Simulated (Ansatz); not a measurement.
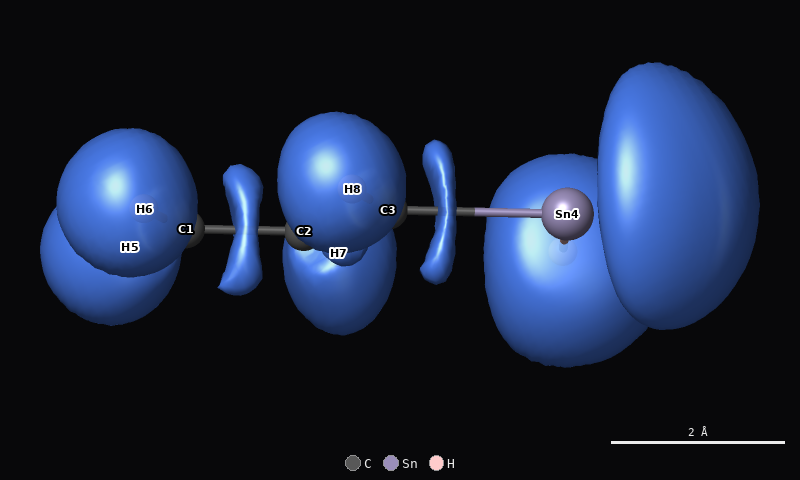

*C$_{3}$H$_{5}$Sn (SMILES C=C[CH]=[SnH-]) (charge −1). Isosurface of the ELF at 0.85 (blue), seen from one side. Core shells and regions of very low density are left out.*

Geometry: r2SCAN-D4/def2-SVPD; core potentials replace the inner electrons of Sn.

Theory: isolated molecule in a Gaussian basis; Kohn-Sham density functional theory, functional PBE0 in Ansatz.

```xyz
9

C    -0.7414    1.9880   -0.4697
C    -0.1439    0.7578   -0.3635
C     0.2377   -0.1318   -1.4113
Sn    1.1439   -1.9969   -1.2434
H    -0.9867    2.5798    0.4176
H    -0.9916    2.4162   -1.4469
H     0.0723    0.4041    0.6571
H     0.0129    0.2399   -2.4271
H     1.1968   -1.9378    0.5671
```

Q: Describe the localisation domains.

A: The ELF exceeds this value in two regions between bonded C–C atoms (shared pairs), five regions around hydrogen nuclei, one lobe of the valence shell of C pointing towards Sn (polar bonds) and one lobe on Sn, pointing away from the bonds (lone pairs). Along the contacts the grid gives the following. C–C (1.37 Å): the ELF peaks at about 0.95 between the atoms: localised, covalent bonding. C–Sn (2.08 Å): the ELF peaks at about 0.90 in the valence shell of C, 0.7 Å from its nucleus, and drops to about 0.20 between the two atoms.
